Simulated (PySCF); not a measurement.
## EPR calculation of CH$_{8}$ClSi$_{3}$

- system: CH$_{8}$ClSi$_{3}$, multiplicity 2, SMILES [SiH3]C[Si]([SiH3])Cl
- method: UKS BHandHLYP, IGLO-III on C Cl Si, pcH-1 on H, non-relativistic, mean-field spin-orbit, GIAO (PySCF 2.14.0)

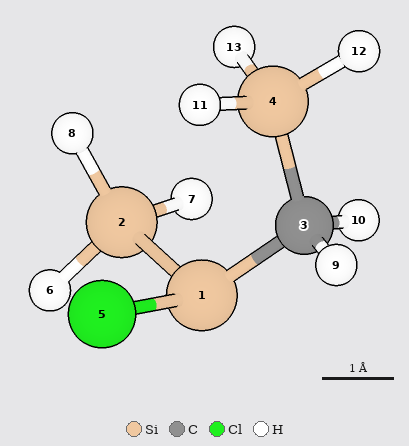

**Figure 1.** The input geometry (ball-and-stick view, seen at a tilt; atoms are numbered from 1 in the order of the input).

### Input file
```
{"job": {"kind": "epr", "xc": "BHandHLYP"}, "charge": 0, "multiplicity": 2}
Si     0.384621    -1.401473    -0.376379
Si     1.528654    -0.753491     1.569037
C     -1.227107    -0.482088    -0.682810
Si    -1.054233     1.399666    -0.750297
Cl     1.674001    -1.029586    -1.980845
H      2.693956    -1.668724     1.753262
H      0.609015    -0.881479     2.742249
H      2.023106     0.656238     1.483610
H     -1.676249    -0.844583    -1.623007
H     -1.921497    -0.742527     0.135702
H     -0.125428     1.799970    -1.846013
H     -2.386737     2.040196    -0.977713
H     -0.508013     1.887397     0.553477
```

The first line tells a small driver script what to run in PySCF; the rest is the geometry in Å.

Hardware: 1 CPU thread, shared host.

Run as:
```bash
OMP_NUM_THREADS=1 python <driver script> task.json out
```

### Output
```
UKS, coarse grid
  cycle   1  E = -1371.57563817  |g| = 2.77e-01
  cycle   2  E = -1371.59790916  |g| = 2.10e-01
  cycle   3  E = -1371.61952533  |g| = 3.78e-02
  cycle   4  E = -1371.62042951  |g| = 8.85e-03
  cycle   5  E = -1371.62052139  |g| = 3.78e-03
  cycle   6  E = -1371.62053596  |g| = 1.29e-03
  cycle   7  E = -1371.62053875  |g| = 6.33e-04
UKS, final grid
  cycle   1  E = -1371.62053923  |g| = 6.08e-04
  cycle   2  E = -1371.62053929  |g| = 6.20e-04
  cycle   3  E = -1371.62053950  |g| = 6.99e-05
  cycle   4  E = -1371.62053952  |g| = 3.95e-05
  cycle   5  E = -1371.62053952  |g| = 6.22e-06
E = -1371.62053952 Eh   <S^2> = 0.7540 (exact 0.7500)
g shifts (ppm)      1          2          3
  rmc          -164       -164       -164
  gc             17         81         63
  oz_so        -148       3730       6196
  total        -295       3646       6095
hyperfine (MHz)  atom isotope    a_iso     a_fc   dipolar eigenvalues
    0  29Si    -584.88    -585.75   -153.13     75.21     77.92
    1  29Si     -87.56     -87.71    -20.01      8.04     11.98
    2   13C      18.47      18.42     -5.20     -4.67      9.87
    3  29Si     -40.57     -40.63     -8.13      3.43      4.70
    4  35Cl      16.76      16.54    -16.31    -14.87     31.18
    5    1H      -6.71      -6.71     -2.58     -1.26      3.85
    6    1H      -3.67      -3.67     -2.47     -1.17      3.64
    7    1H      59.07      59.07     -2.38     -0.16      2.54
    8    1H      11.55      11.54     -4.48     -2.47      6.95
    9    1H       0.27       0.26     -4.25     -2.08      6.33
   10    1H      -1.30      -1.30     -1.35     -0.65      2.00
   11    1H      19.79      19.79     -1.06     -0.45      1.51
   12    1H      -1.19      -1.19     -1.75     -0.57      2.32
```

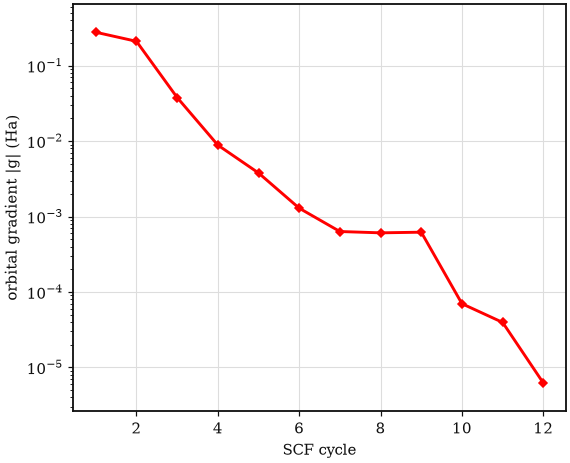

**Figure 2.** Convergence of the self-consistent field: orbital gradient |g| against the SCF cycle. All cycles printed in the log are drawn one after another.

### Key numbers

- outcome: converged
- total energy: −1371.620540 hartree
- ⟨S²⟩: 0.754
- isotropic g: 2.0055
- wall time: 2.1 min
- peak memory: 1 GiB
